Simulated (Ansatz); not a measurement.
**H$_{4}$N$_{2}$SSi···HF: density, localisation and related maps**

```yaml
atoms:
  - { symbol: Si, position_ang: [-0.3329, 0.0492, 0.4545] }
  - { symbol: F, position_ang: [2.5635, -0.9273, -0.0504] }
  - { symbol: S, position_ang: [0.4427, -0.5058, 2.1659] }
  - { symbol: H, position_ang: [2.0834, -0.8819, 0.7609] }
  - { symbol: N, position_ang: [-0.2861, 1.6033, -0.1636] }
  - { symbol: N, position_ang: [-1.2051, -0.9422, -0.5729] }
  - { symbol: H, position_ang: [-0.6319, 1.8862, -1.0644] }
  - { symbol: H, position_ang: [0.2280, 2.3231, 0.3155] }
  - { symbol: H, position_ang: [-1.5576, -0.6826, -1.4781] }
  - { symbol: H, position_ang: [-1.3038, -1.9220, -0.3674] }
```

The product side of a reaction path; geometry: PBE0-D4/def2-TZVP.

Theory: Ansatz, RKS PBE0-D4/def2-TZVPP.

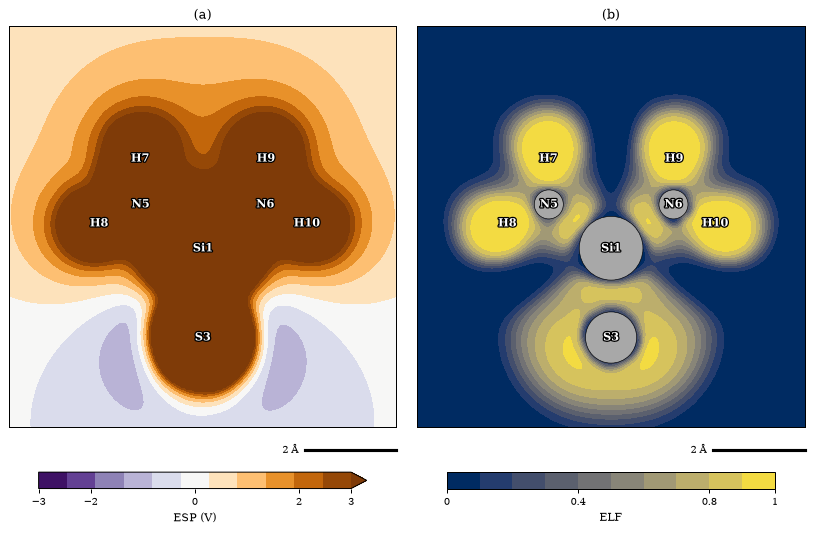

Figure 1. (a) electrostatic potential; (b) electron localisation function on the plane of atoms S3, Si1 and N6. Grey discs cover the atomic cores in the ELF map.

What do the fields say about this system?

Atoms in the plane: Si, S, N and H. Si–N (1.67 Å): the ELF peaks at about 0.90 between the atoms (a polar covalent bond). Si–S (1.96 Å): the ELF peaks at about 0.85 between the atoms; a covalent bond. N–H (1.01 Å): the ELF climbs to about 1 towards the hydrogen, as it does in any bond to H (an ordinary covalent bond to hydrogen). The ELF also peaks beside S3, away from the bonds: lone-pair regions. Outside the dense part of the complex the potential is most negative (−1.1 V) near S3.

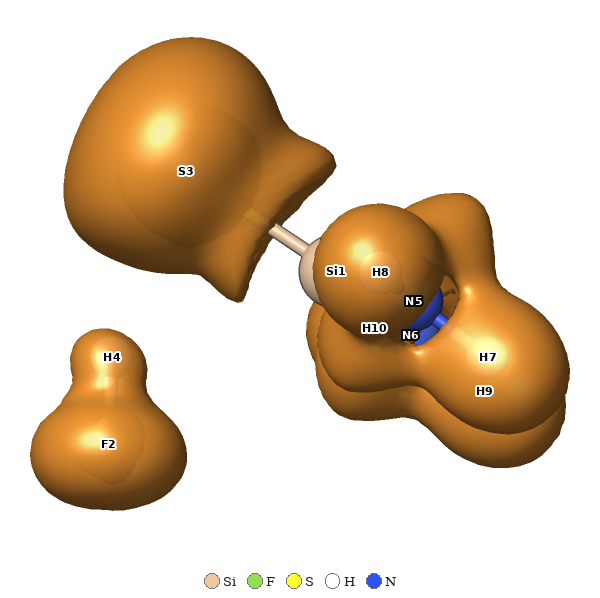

Figure 2. Isosurface of the electron localisation function at 0.75 (orange), seen from one side. Core shells and regions of very low density are left out.

What do the ELF domains correspond to?

At this value the surface marks out one region on S in which the atom's valence shell and bonds are merged, one joined region spread over several atoms (F, H), in which their bonds and any lone pairs are merged and two joined regions spread over several atoms (H, N), in which their bonds and any lone pairs are merged.


S3···H4 (2.19 Å): the ELF dips to about 0.20 between them: a closed-shell contact with the geometry of a hydrogen bond.

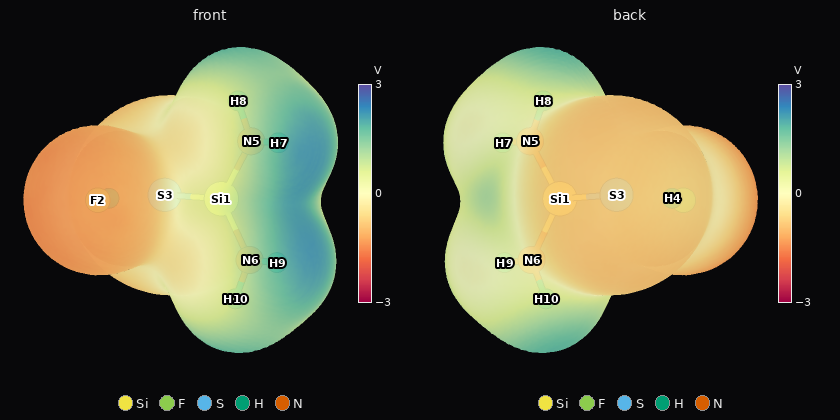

Figure 3. The molecular electrostatic potential painted on the density surface at 0.001 e/bohr³, seen from the front and from behind; red is negative and blue positive.

Which sites attract a positive test charge, and which a negative one?

A positive charge is drawn to the negative regions and a negative charge to the positive ones. The most negative region (about −1.4 V) lies over F2, the most positive (about +2.2 V) over H7 and H9.
